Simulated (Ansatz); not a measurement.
Consider Ga$_{4}$Sb$_{3}$P.

```yaml
crystal:
  lattice:
    - [4.27369, 0.00000, 0.00000]
    - [0.00000, 8.54950, 0.00000]
    - [0.00000, 0.00000, 12.07525]
  atoms:
    - { symbol: P, position: [0.00000, 0.00000, 0.00013] }
    - { symbol: P, position: [0.00000, 0.50000, 0.50013] }
    - { symbol: Sb, position: [0.50000, 0.75049, 0.24970] }
    - { symbol: Sb, position: [0.50000, 0.25049, 0.74970] }
    - { symbol: Sb, position: [0.50000, 0.24951, 0.24970] }
    - { symbol: Sb, position: [0.50000, 0.74951, 0.74970] }
    - { symbol: Sb, position: [0.00000, 0.50000, 0.00155] }
    - { symbol: Sb, position: [0.00000, 0.00000, 0.50155] }
    - { symbol: Ga, position: [0.50000, 0.50000, 0.38764] }
    - { symbol: Ga, position: [0.50000, 0.00000, 0.88764] }
    - { symbol: Ga, position: [0.00000, 0.76650, 0.11810] }
    - { symbol: Ga, position: [0.00000, 0.26650, 0.61810] }
    - { symbol: Ga, position: [0.00000, 0.23350, 0.11810] }
    - { symbol: Ga, position: [0.00000, 0.73350, 0.61810] }
    - { symbol: Ga, position: [0.50000, 0.00000, 0.37508] }
    - { symbol: Ga, position: [0.50000, 0.50000, 0.87508] }
```

Space group Amm2; started from the ordered alloy on zincblende lattice prototype, which need not be the ambient phase.

These are results of Ansatz 0.2.0, DFT, PBE, plane waves, PAW, not measurements.

### What can the converged valence pseudo-density and electron localisation function tell about the bonding?

Ga–Sb (2.63 Å): the density is about 0.43 e/Å³ at the midpoint; the ELF peaks at about 0.70 between the atoms.
Ga–P (2.53 Å): ρ is about 0.42 e/Å³ halfway; the ELF peaks at about 0.90 in the valence shell of P, 0.9 Å from its nucleus, and is about 0.75 at the midpoint.

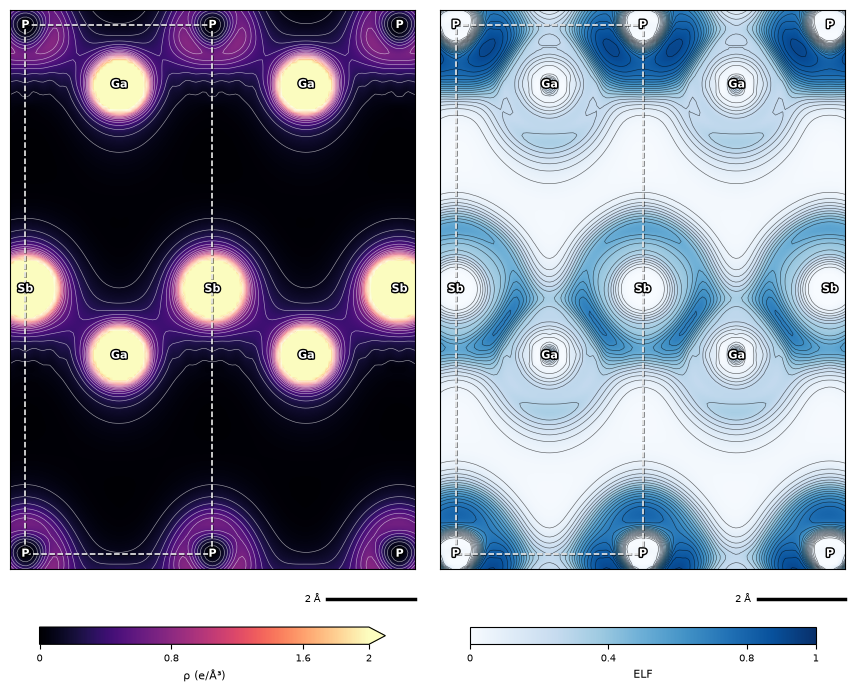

Computed valence pseudo-density and electron localisation function on the (010) plane of the conventional cell, in this order. 
